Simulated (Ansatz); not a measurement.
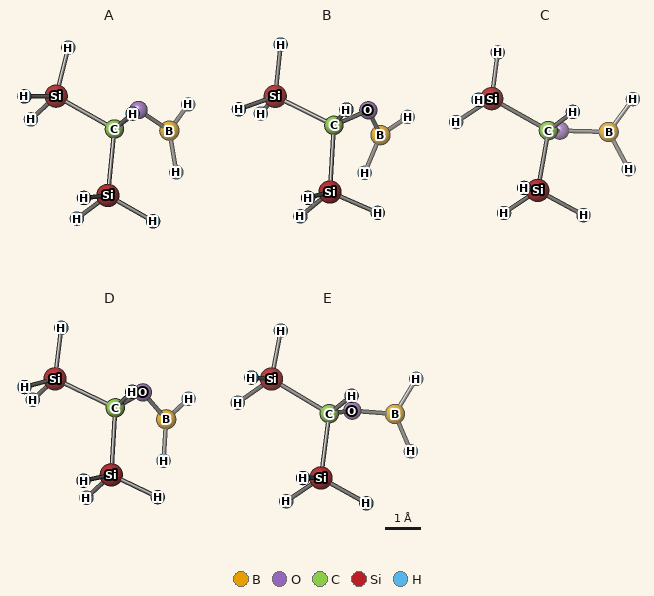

5 geometries from one relaxation of CH9BOSi2, in shuffled order. The picture is a ball-and-stick view, seen at a tilt.

The run prepares an end point of a later path (torsion) calculation, from a guessed geometry.

Method: RKS BLYP-D4/6-31G (Ansatz 0.2.0). (no spin polarisation; force threshold 0.015 eV/Å; at most 40 steps)

Question: Order the frames from highest to lowest energy.

Answer: C, E, A, D, B. They are steps 0, 5, 10, 13, 29, at +36.4 kcal/mol, +14.7 kcal/mol, +4.24 kcal/mol, +0.72 kcal/mol relative to the last. An H atom moves most after the best rigid fit: 1.38 Å. Largest moves by element: H 1.38 Å, O 1.26 Å, C 0.54 Å, B 0.36 Å, Si 0.31 Å. Among the contacts that change: C–O 1.386 → 1.506 Å, H–Si 1.401 → 1.512 Å, H–Si 1.433 → 1.508 Å, C–Si 1.895 → 1.952 Å. Bond angles that change, for instance: B–O–C 109.2° → 125.4°, O–C–H 117.5° → 104.2°, O–B–H 125.1° → 115.7°. Groups turn about C–O by about 120°, B–O by about 90°. The energy falls by 36.4 kcal/mol in 24 accepted moves (29 points after the start). The largest force component goes from 4.1 to 0.0039 eV/Å. The line search rejected the trial steps at points 4, 14, 19, 27, 28 of the run. Cost: 120 s on 1 thread of Arm Neoverse V2, on a shared host, peak memory 0.17 GiB.
